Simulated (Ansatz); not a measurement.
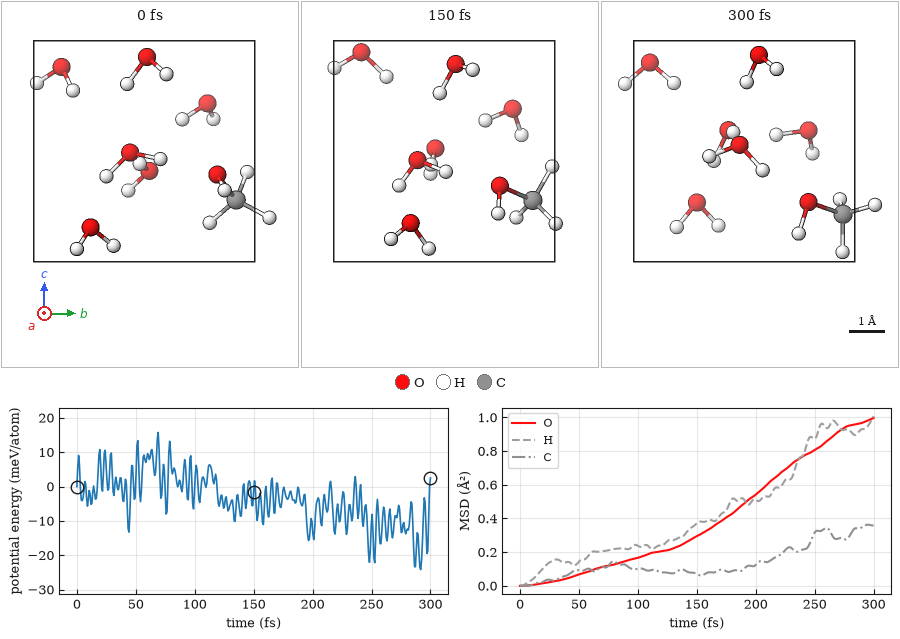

First-principles dynamics of a periodic cell with 6 H2O + 1 CH3OH at 0.856 g/cm³, 300 fs long. It starts from the last geometry of an earlier run, with fresh velocities. Frames and the history of the run. Style: ball-and-stick. Shown: the simulation cell, along the a axis. Atoms that leave the cell re-enter on the other side.

Computed with DFT PBE-D3(BJ), scalar-relativistic, plane waves, PAW (Ansatz 0.2.0). Settings: plane-wave cutoff 420 eV; k-point mesh 1 × 1 × 1; Fermi-Dirac smearing 0.02 eV; low-accuracy preset; constant energy (NVE); velocities drawn for 350 K; time step 0.75 fs.

The input:
```yaml
accuracy: low
crystal:
  lattice:
    - [6.476841, 0.0, 0.0]
    - [0.0, 6.476841, 0.0]
    - [0.0, 0.0, 6.476841]
  atoms:
    - { symbol: O, position: [0.30647361, 1.12262564, 0.87762651] }
    - { symbol: H, position: [0.2193924, 1.01149532, 0.8046706] }
    - { symbol: H, position: [0.39416789, 1.17412073, 0.77103509] }
    - { symbol: O, position: [0.95791313, 0.25410896, 0.15228651] }
    - { symbol: H, position: [0.8740689, 0.35803713, 0.06900714] }
    - { symbol: H, position: [1.05340021, 0.1917854, 0.05435726] }
    - { symbol: O, position: [0.748012, 0.50884458, 0.92267869] }
    - { symbol: H, position: [0.85055192, 0.59710594, 0.84486303] }
    - { symbol: H, position: [0.72560484, 0.4192191, 0.80053911] }
    - { symbol: O, position: [0.06413127, 0.78250211, 0.71305426] }
    - { symbol: H, position: [-0.06806463, 0.80905503, 0.6420688] }
    - { symbol: H, position: [0.13257893, 0.66846261, 0.64075844] }
    - { symbol: O, position: [0.65288044, 0.43260172, 0.49038468] }
    - { symbol: H, position: [0.71364741, 0.5694757, 0.46094706] }
    - { symbol: H, position: [0.7111844, 0.32537257, 0.38319271] }
    - { symbol: O, position: [0.21649747, 0.51937328, 0.4075618] }
    - { symbol: H, position: [0.14855059, 0.42412361, 0.31917474] }
    - { symbol: H, position: [0.35990283, 0.47628942, 0.43944675] }
    - { symbol: C, position: [0.60254244, 0.91212047, 0.27616101] }
    - { symbol: O, position: [0.77379634, 0.82695194, 0.39097062] }
    - { symbol: H, position: [0.48879272, 0.96170153, 0.40260885] }
    - { symbol: H, position: [0.9001677, 0.86002503, 0.31980868] }
    - { symbol: H, position: [0.63657141, 1.06255274, 0.19587489] }
    - { symbol: H, position: [0.5213953, 0.79265297, 0.17300274] }
basis:
  ecutwfc: 420.0
kpoints:
  mp_grid: { grid: [1, 1, 1] }
hamiltonian:
  xc: pbe
  dispersion: d3bj
scf:
  occupations: { method: fermi_dirac, width: 0.02 }
  lower_state_search: "off"
md:
  timestep: 0.75
  n_steps: 400
  ensemble: nve
  temperature: 350.0
  initial_velocities: maxwell_boltzmann
  seed: 170988
```

Run as
```bash
ansatz run input.yaml --threads 1 --pin off --max-ram 3072MiB --backend cpu --events-out ev --progress --plain --runs-dir out
```

> What happens in this trajectory?

Root-mean-square distances from the starting positions over the second half, with the common drift of all atoms taken out: H 0.82 Å, O 0.82 Å, C 0.45 Å. The heavy atoms stay within a fraction of a molecule's size of their starting places; so short a run doesn't tell a liquid from a solid. Over the second half the temperature averages 417 K (spread ±46 K). The potential energy in the second half lies on average 8.0 meV per atom below the first frame.

Limits of the set-up: the program's low-accuracy preset was used; the periodic images lie only 6.5 Å apart, so the values are limited by the cell's size.
